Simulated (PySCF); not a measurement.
# C2H6BFN2: NMR shifts and spin-spin couplings at several levels of theory, part 2 of 2

PySCF 2.14.0. Atoms count from 0. Earlier steps stand in the parts before.

## Step 8: NMR shieldings: PBE0/aug-cc-pVDZ

What the job is given:

```
{"job": {"kind": "nmr", "xc": "PBE0", "basis": "aug-cc-pVDZ", "pop": true}, "charge": 0, "multiplicity": 1}
C      1.843890     0.761256    -0.429857
C      0.731567     0.100809    -0.753685
F      0.637956    -0.402322    -2.006432
B     -0.532993    -0.213942     0.149867
N     -0.662784     0.388325     1.421527
N     -1.471683    -1.118249    -0.385384
H      1.969801     1.167480     0.574669
H      2.654157     0.900392    -1.150011
H     -0.037113     1.107099     1.751080
H     -1.449894     0.229329     2.033570
H     -2.318953    -1.413963     0.076374
H     -1.321187    -1.533149    -1.293968
```

With the program's defaults for keys left out, this is: GIAO PBE0/aug-cc-pVDZ NMR shielding, non-relativistic, gas phase.

Standard output:

```text
coarse grid: 10192 points
cycle   1  E = -313.7028079710  dE =  6.898e-01  |g| = 5.945e-01  |ddm| = 8.534e+00
cycle   2  E = -313.6679462403  dE =  3.486e-02  |g| = 7.436e-01  |ddm| = 2.125e+00
cycle   3  E = -313.7781301068  dE = -1.102e-01  |g| = 7.269e-02  |ddm| = 1.053e+00
cycle   4  E = -313.7792366675  dE = -1.107e-03  |g| = 2.420e-02  |ddm| = 1.749e-01
cycle   5  E = -313.7793711295  dE = -1.345e-04  |g| = 7.366e-03  |ddm| = 6.198e-02
cycle   6  E = -313.7793802086  dE = -9.079e-06  |g| = 2.354e-03  |ddm| = 1.162e-02
final grid: 99448 points
cycle   7  E = -313.7872453791  dE = -2.831e-05  |g| = 1.061e-02  |ddm| = 1.503e-01
cycle   8  E = -313.7872260792  dE =  1.930e-05  |g| = 1.471e-02  |ddm| = 3.919e-02
cycle   9  E = -313.7872692866  dE = -4.321e-05  |g| = 1.087e-03  |ddm| = 2.017e-02
cycle  10  E = -313.7872695134  dE = -2.268e-07  |g| = 2.501e-04  |ddm| = 2.149e-03
cycle  11  E = -313.7872695222  dE = -8.745e-09  |g| = 1.297e-04  |ddm| = 6.726e-04
cycle  12  E = -313.7872695265  dE = -4.294e-09  |g| = 2.510e-05  |ddm| = 3.050e-04
cycle  13  E = -313.7872695266  dE = -1.263e-10  |g| = 1.268e-05  |ddm| = 6.179e-05
converged SCF energy = -313.7872695266

GIAO shielding tensors (ppm)
atom      isotropic    diamagn.    paramagn.     s11        s22        s33       span
  0 C       96.285     239.806    -143.521    -10.120    124.172    174.803    184.923
  1 C       25.202     213.843    -188.640    -77.304     61.902     91.008    168.312
  2 F      301.524     477.506    -175.983    192.286    290.500    421.785    229.498
  3 B       86.688     199.546    -112.858     53.997     87.277    118.790     64.793
  4 N      221.104     268.008     -46.904    174.683    233.600    255.028     80.345
  5 N      213.991     269.860     -55.869    160.067    236.179    245.727     85.660
  6 H       26.466      38.942     -12.476     24.089     25.040     30.269      6.180
  7 H       26.153      35.142      -8.989     23.126     25.424     29.909      6.783
  8 H       29.196      32.524      -3.328     23.050     27.828     36.710     13.660
  9 H       29.476      30.971      -1.495     23.696     27.007     37.726     14.030
 10 H       29.278      32.309      -3.030     23.911     26.712     37.212     13.301
 11 H       28.442      31.342      -2.900     22.041     27.782     35.503     13.462
```

It took 21 s on 1 thread of Arm Neoverse V1, shared host; peak memory 0.9 GiB.

Key values: δ C1 169.9, C0 98.8, F2 -107.4, B3 23.5, H7 5.24, H6 4.93 ppm.

## Step 9: Shielding tensors: PBE0/IGLO-III

Settings changed since step 8:

```diff
@@ -1,2 +1,2 @@
-{"job": {"kind": "nmr", "xc": "PBE0", "basis": "aug-cc-pVDZ", "pop": true}, "charge": 0, "multiplicity": 1}
+{"job": {"kind": "nmr", "xc": "PBE0", "basis": "IGLO-III", "pop": true}, "charge": 0, "multiplicity": 1}
 C      1.843890     0.761256    -0.429857
```

Method: GIAO PBE0/IGLO-III NMR shielding, non-relativistic, gas phase.

Standard output:

```text
coarse grid: 10192 points
cycle   1  E = -313.7975937584  dE =  6.652e-01  |g| = 6.419e-01  |ddm| = 2.177e+00
cycle   2  E = -313.7579626506  dE =  3.963e-02  |g| = 8.202e-01  |ddm| = 7.368e-01
cycle   3  E = -313.8786929365  dE = -1.207e-01  |g| = 8.055e-02  |ddm| = 3.949e-01
cycle   4  E = -313.8798124171  dE = -1.119e-03  |g| = 3.562e-02  |ddm| = 5.423e-02
cycle   5  E = -313.8800750235  dE = -2.626e-04  |g| = 8.933e-03  |ddm| = 1.829e-02
cycle   6  E = -313.8800874053  dE = -1.238e-05  |g| = 2.680e-03  |ddm| = 4.521e-03
cycle   7  E = -313.8800886401  dE = -1.235e-06  |g| = 5.539e-04  |ddm| = 1.612e-03
final grid: 99448 points
cycle   8  E = -313.8776804879  dE = -9.064e-05  |g| = 8.837e-03  |ddm| = 5.714e-02
cycle   9  E = -313.8776720183  dE =  8.470e-06  |g| = 1.105e-02  |ddm| = 9.269e-03
cycle  10  E = -313.8776961971  dE = -2.418e-05  |g| = 1.071e-03  |ddm| = 4.804e-03
cycle  11  E = -313.8776963898  dE = -1.928e-07  |g| = 3.539e-04  |ddm| = 6.888e-04
cycle  12  E = -313.8776964102  dE = -2.036e-08  |g| = 1.233e-04  |ddm| = 1.907e-04
cycle  13  E = -313.8776964137  dE = -3.504e-09  |g| = 2.792e-05  |ddm| = 7.587e-05
cycle  14  E = -313.8776964139  dE = -1.600e-10  |g| = 1.085e-05  |ddm| = 1.721e-05
converged SCF energy = -313.8776964139

GIAO shielding tensors (ppm)
atom      isotropic    diamagn.    paramagn.     s11        s22        s33       span
  0 C       76.916     255.987    -179.071    -39.834    109.454    161.128    200.962
  1 C       -0.478     247.152    -247.631   -114.117     41.670     71.012    185.130
  2 F      285.782     468.968    -183.187    169.972    273.123    414.249    244.277
  3 B       76.360     196.206    -119.846     42.059     77.628    109.393     67.334
  4 N      206.531     312.551    -106.021    155.961    218.703    244.928     88.966
  5 N      199.119     312.966    -113.847    140.206    221.952    235.200     94.993
  6 H       26.563      32.710      -6.147     24.219     25.116     30.354      6.134
  7 H       26.184      29.722      -3.538     23.271     25.350     29.932      6.661
  8 H       29.205      32.942      -3.737     22.983     27.757     36.876     13.893
  9 H       29.573      31.809      -2.236     23.665     27.194     37.859     14.195
 10 H       29.352      31.384      -2.033     23.824     26.906     37.325     13.501
 11 H       28.457      31.141      -2.684     22.006     27.735     35.630     13.624
```

Wall time 40 s (1 thread of Arm Neoverse V1, shared host); peak memory 1 GiB.

This run: δ C1 184.3, C0 106.9, F2 -111.1, B3 23.6, H7 5.19, H6 4.81 ppm.

## Step 10: NMR shieldings: PBE0/pcSseg-0

Settings changed since step 9:

```diff
@@ -1,2 +1,2 @@
-{"job": {"kind": "nmr", "xc": "PBE0", "basis": "IGLO-III", "pop": true}, "charge": 0, "multiplicity": 1}
+{"job": {"kind": "nmr", "xc": "PBE0", "basis": "pcSseg-0", "pop": true}, "charge": 0, "multiplicity": 1}
 C      1.843890     0.761256    -0.429857
```

Level: GIAO PBE0/pcSseg-0 NMR shielding, non-relativistic, gas phase.

Standard output:

```text
coarse grid: 10192 points
cycle   1  E = -313.0202899530  dE =  6.104e-01  |g| = 5.136e-01  |ddm| = 3.359e+00
cycle   2  E = -313.0048581711  dE =  1.543e-02  |g| = 6.233e-01  |ddm| = 9.128e-01
cycle   3  E = -313.0743366163  dE = -6.948e-02  |g| = 6.269e-02  |ddm| = 4.775e-01
cycle   4  E = -313.0752669296  dE = -9.303e-04  |g| = 2.285e-02  |ddm| = 9.829e-02
cycle   5  E = -313.0753770267  dE = -1.101e-04  |g| = 1.030e-02  |ddm| = 2.996e-02
cycle   6  E = -313.0754029810  dE = -2.595e-05  |g| = 1.745e-03  |ddm| = 1.033e-02
cycle   7  E = -313.0754035919  dE = -6.109e-07  |g| = 6.971e-04  |ddm| = 2.164e-03
final grid: 99448 points
cycle   8  E = -313.0362484461  dE = -1.542e-05  |g| = 5.674e-03  |ddm| = 1.892e-02
cycle   9  E = -313.0362473598  dE =  1.086e-06  |g| = 6.249e-03  |ddm| = 9.042e-03
cycle  10  E = -313.0362552733  dE = -7.914e-06  |g| = 6.789e-04  |ddm| = 4.521e-03
cycle  11  E = -313.0362553739  dE = -1.005e-07  |g| = 1.339e-04  |ddm| = 8.160e-04
cycle  12  E = -313.0362553767  dE = -2.836e-09  |g| = 8.602e-05  |ddm| = 2.119e-04
cycle  13  E = -313.0362553786  dE = -1.869e-09  |g| = 8.158e-06  |ddm| = 8.124e-05
cycle  14  E = -313.0362553786  dE = -1.478e-11  |g| = 3.199e-06  |ddm| = 1.066e-05
converged SCF energy = -313.0362553786

GIAO shielding tensors (ppm)
atom      isotropic    diamagn.    paramagn.     s11        s22        s33       span
  0 C       80.086     258.212    -178.126    -37.693    111.486    166.463    204.156
  1 C        4.922     266.601    -261.679   -110.704     44.888     80.582    191.286
  2 F      295.382     471.756    -176.374    152.220    272.493    461.433    309.214
  3 B       85.836     182.749     -96.912     51.060     83.000    123.448     72.388
  4 N      212.935     325.228    -112.293    163.692    224.061    251.052     87.360
  5 N      206.218     324.617    -118.399    149.473    226.803    242.377     92.904
  6 H       27.698      31.845      -4.146     25.772     26.443     30.880      5.108
  7 H       27.418      29.226      -1.808     23.978     26.168     32.108      8.130
  8 H       30.927      32.687      -1.759     24.795     28.952     39.035     14.240
  9 H       31.310      30.872       0.438     25.395     28.209     40.327     14.932
 10 H       31.257      30.530       0.727     25.720     28.025     40.024     14.304
 11 H       30.365      31.257      -0.893     23.501     29.257     38.336     14.835
```

Wall time 5.4 s (1 thread of Arm Neoverse V1, shared host); peak memory 0.43 GiB.

In short: δ C1 188.6, C0 113.4, F2 -117.0, B3 19.1, H7 5.41, H6 5.13 ppm.

## Step 11: J couplings: HF/pcJ-1

Settings changed since step 10:

```diff
@@ -1,2 +1,2 @@
-{"job": {"kind": "nmr", "xc": "PBE0", "basis": "pcSseg-0", "pop": true}, "charge": 0, "multiplicity": 1}
+{"job": {"kind": "j", "xc": "HF", "basis": "pcJ-1"}, "charge": 0, "multiplicity": 1}
 C      1.843890     0.761256    -0.429857
```

With the program's defaults for keys left out, this is: HF/pcJ-1 indirect spin-spin coupling, non-relativistic, gas phase.

Standard output:

```text
final grid: 99448 points
cycle   1  E = -312.2356144344  dE =  1.006e+00  |g| = 5.746e-01  |ddm| = 2.663e+00
cycle   2  E = -312.3093069125  dE = -7.369e-02  |g| = 2.780e-01  |ddm| = 5.084e-01
cycle   3  E = -312.3220742350  dE = -1.277e-02  |g| = 7.540e-02  |ddm| = 1.804e-01
cycle   4  E = -312.3235147186  dE = -1.440e-03  |g| = 1.200e-02  |ddm| = 7.607e-02
cycle   5  E = -312.3235668132  dE = -5.209e-05  |g| = 3.812e-03  |ddm| = 1.828e-02
cycle   6  E = -312.3235725399  dE = -5.727e-06  |g| = 1.324e-03  |ddm| = 5.097e-03
cycle   7  E = -312.3235733900  dE = -8.501e-07  |g| = 4.484e-04  |ddm| = 1.975e-03
cycle   8  E = -312.3235735016  dE = -1.115e-07  |g| = 1.231e-04  |ddm| = 6.964e-04
cycle   9  E = -312.3235735122  dE = -1.061e-08  |g| = 4.532e-05  |ddm| = 2.467e-04
cycle  10  E = -312.3235735133  dE = -1.133e-09  |g| = 1.527e-05  |ddm| = 9.519e-05
cycle  11  E = -312.3235735135  dE = -1.828e-10  |g| = 7.829e-06  |ddm| = 3.265e-05
converged SCF energy = -312.3235735135

Indirect spin-spin couplings (Hz)
  i      j    bonds     total        FC       PSO       DSO        SD
  0 C    1 C    1  -2000.043 -1990.064   -10.189     0.210         -
  0 C    2 F    2  -3908.636 -2531.270   -19.473    -0.261 -1357.632
  0 C    3 B    2    566.937   573.921     0.258    -0.016    -7.226
  0 C    4 N    3     53.544    40.573    -0.032    -0.000    13.003
  0 C    5 N    3     64.219    51.534    -0.210     0.031    12.864
  0 C    6 H    1  -1025.446 -1026.341     0.276     0.618         -
  0 C    7 H    1  -1081.881 -1082.643     0.147     0.615         -
  0 C    8 H    4     45.211    45.353    -0.363     0.220         -
  0 C    9 H    4     78.647    78.667     0.380    -0.400         -
  0 C   10 H    4     71.282    71.240     0.455    -0.412         -
  0 C   11 H    4     50.280    50.218     0.391    -0.329         -
  1 C    2 F    1   3789.703  2377.121    -3.972     0.797  1415.757
  1 C    3 B    1   -459.868  -467.663    -0.799     0.387     8.206
  1 C    4 N    2    -58.848   -45.365     0.014    -0.018   -13.480
  1 C    5 N    2    -67.144   -53.568    -0.071    -0.016   -13.488
  1 C    6 H    2   1235.499  1237.446    -1.664    -0.283         -
  1 C    7 H    2   1270.490  1272.369    -1.497    -0.382         -
  1 C    8 H    3    -43.623   -43.501    -0.275     0.153         -
  1 C    9 H    3    -68.077   -68.029     0.365    -0.413         -
  1 C   10 H    3    -62.916   -62.914     0.456    -0.458         -
  1 C   11 H    3    -47.416   -47.410    -0.112     0.106         -
  2 F    3 B    2   -645.524  -661.947     0.094     0.038    16.291
  2 F    4 N    3    -85.178   -54.446    -0.166     0.115   -30.680
  2 F    5 N    3    -96.278   -64.891     0.441    -0.028   -31.801
  2 F    6 H    3   1627.051  1562.995    -1.749    -2.267    68.072
  2 F    7 H    3   1554.068  1599.147    -3.833    -0.228   -41.018
  2 F    8 H    4    -70.824   -56.617     0.715    -1.220   -13.702
  2 F    9 H    4    -99.215   -90.974     1.343    -1.505    -8.080
  2 F   10 H    4    -93.783   -87.894     1.909    -1.698    -6.101
  2 F   11 H    4    -87.814   -64.819    -1.920     1.654   -22.728
  3 B    4 N    1    -34.381   -36.066     2.129    -0.110    -0.333
  3 B    5 N    1    -30.506   -32.323     2.273    -0.113    -0.343
  3 B    6 H    3   -331.766  -330.345    -0.121     0.084    -1.385
  3 B    7 H    3   -342.773  -341.533     0.483    -0.488    -1.235
  3 B    8 H    2     11.012    11.998    -0.026    -0.712    -0.248
  3 B    9 H    2     19.243    20.085     0.027    -0.764    -0.104
  3 B   10 H    2     17.415    18.405     0.051    -0.802    -0.239
  3 B   11 H    2     10.639    11.788    -0.179    -0.634    -0.336
  4 N    5 N    2      2.538     2.122    -0.143    -0.003     0.562
  4 N    6 H    4    -23.135   -23.728     0.059    -0.082     0.616
  4 N    7 H    4    -24.414   -24.531    -0.138     0.124     0.131
  4 N    8 H    1   -103.440  -100.165    -2.817    -0.265    -0.193
  4 N    9 H    1   -102.041   -98.707    -2.874    -0.258    -0.202
  4 N   10 H    3      0.840     0.482     0.102     0.041     0.215
  4 N   11 H    3     -2.765    -3.110    -0.161     0.231     0.275
  5 N    6 H    4    -31.006   -30.597    -0.103     0.104    -0.410
  5 N    7 H    4    -32.605   -32.560    -0.152     0.131    -0.023
  5 N    8 H    3     -2.778    -2.996    -0.157     0.234     0.141
  5 N    9 H    3      1.248     0.926     0.118     0.032     0.173
  5 N   10 H    1   -102.475   -99.125    -2.867    -0.265    -0.218
  5 N   11 H    1   -104.939  -102.107    -2.522    -0.287    -0.023
  6 H    7 H    2    736.891   736.662     3.597    -3.368         -
  6 H    8 H    5    -26.667   -26.916    -2.571     2.819         -
  6 H    9 H    5    -46.442   -46.380     1.193    -1.255         -
  6 H   10 H    5    -41.041   -40.925     1.135    -1.251         -
  6 H   11 H    5    -29.482   -29.344     1.169    -1.307         -
  7 H    8 H    5    -28.138   -28.056     0.767    -0.848         -
  7 H    9 H    5    -48.801   -48.694     1.532    -1.639         -
  7 H   10 H    5    -42.150   -42.039     1.399    -1.510         -
  7 H   11 H    5    -30.714   -30.600     0.990    -1.104         -
  8 H    9 H    2    -12.219   -13.027     6.179    -5.371         -
  8 H   10 H    4      1.299     1.504     2.016    -2.221         -
  8 H   11 H    4      4.410     4.588     2.144    -2.322         -
  9 H   10 H    4      2.928     2.988    -0.941     0.880         -
  9 H   11 H    4      1.777     1.972     2.013    -2.208         -
 10 H   11 H    2    -11.027   -11.787     6.138    -5.378         -
```

It took 50 s on 1 thread of Arm Neoverse V1, shared host; peak memory 0.91 GiB.

The run ended normally, but its values are not to be used for the molecule: the reference is near a triplet instability, so Fermi-contact and spin-dipole terms are unreliable. Its HOMO lies at -9.86 eV, against -6.64 eV in step 2 (PBE0/6-31G*), a different level, so the two don't compare directly.

## Step 12: Run by run: NMR shifts

Shifts (ppm) of some atoms, chosen among heavy atoms and hydrogens apart, means over like atoms, with basis size and wall time:

| run | C1 | C0 | H6 | H8 | F2 | B3 | N4 | functions | time |
| --- | --- | --- | --- | --- | --- | --- | --- | --- | --- |
| PBE0/6-31G* | 164.3 | 98.2 | 4.47 | 1.73 | -106.6 | 19.2 | 46.8 | 96 | 8.1 s |
| PBE0/6-311+G(2d,p) | 178.3 | 103.5 | 4.78 | 2.05 | -113.7 | 21.9 | 56.5 | 198 | 23 s |
| PBE0/def2-SVP | 170.4 | 99.1 | 4.58 | 1.99 | -89.9 | 22.3 | 52.6 | 114 | 9.8 s |
| PBE0/def2-TZVP | 180.5 | 103.9 | 4.79 | 2.06 | -108.6 | 21.6 | 57.0 | 222 | 28 s |
| PBE0/cc-pVDZ | 170.7 | 99.4 | 4.61 | 1.92 | -98.4 | 22.3 | 53.9 | 114 | 9.9 s |
| PBE0/cc-pVTZ | 178.8 | 102.8 | 4.83 | 2.24 | -105.4 | 20.8 | 57.5 | 264 | 39 s |
| PBE0/aug-cc-pVDZ | 169.9 | 98.8 | 4.93 | 2.30 | -107.4 | 23.5 | 52.3 | 192 | 21 s |
| PBE0/IGLO-III | 184.3 | 106.9 | 4.81 | 2.23 | -111.1 | 23.6 | 57.7 | 270 | 40 s |
| PBE0/pcSseg-0 | 188.6 | 113.4 | 5.13 | 1.87 | -117.0 | 19.1 | 56.4 | 66 | 5.4 s |

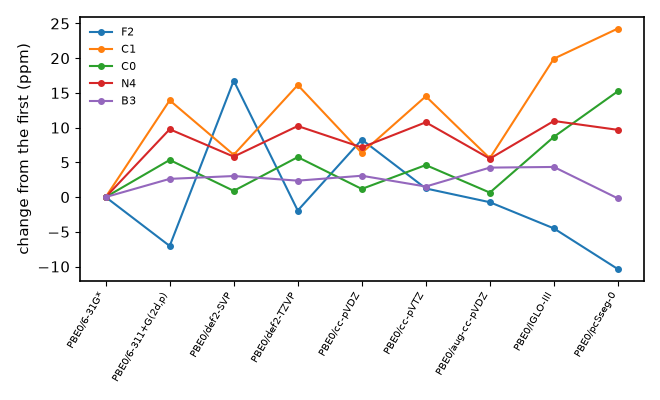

How five of the tabulated atoms move from run to run.

## Step 13: Results

The summary covers parts 1 to 2.

```
                                                             quantity                                             value
                                 13C shifts against TMS (PBE0/6-31G*)                                   164.3, 98.2 ppm
 1H shifts against TMS (PBE0/6-31G*, means over atoms taken as alike)                              4.85, 4.47, 1.73 ppm
                               19F shifts against CFCl3 (PBE0/6-31G*)                                        -106.6 ppm
                            11B shifts against BF3·OEt2 (PBE0/6-31G*)                                          19.2 ppm
15N shifts against NH3 (PBE0/6-31G*, means over atoms taken as alike)                                          46.8 ppm
                                             range of the shift of F2                               -117.0 to -89.9 ppm
                                        property runs in this session  10, of which 0 failed and 1 gave unsound results
```

In words: Single values in the summary come from the first sound run of each kind (PBE0/6-31G*), which need not be the best level. At PBE0/6-31G*: The widest tensor belongs to F2: span 238 ppm, with a paramagnetic part of -168 ppm. Across the 9 runs the shift of F2 moves most, between -117.0 (PBE0/pcSseg-0) and -89.9 ppm (PBE0/def2-SVP).
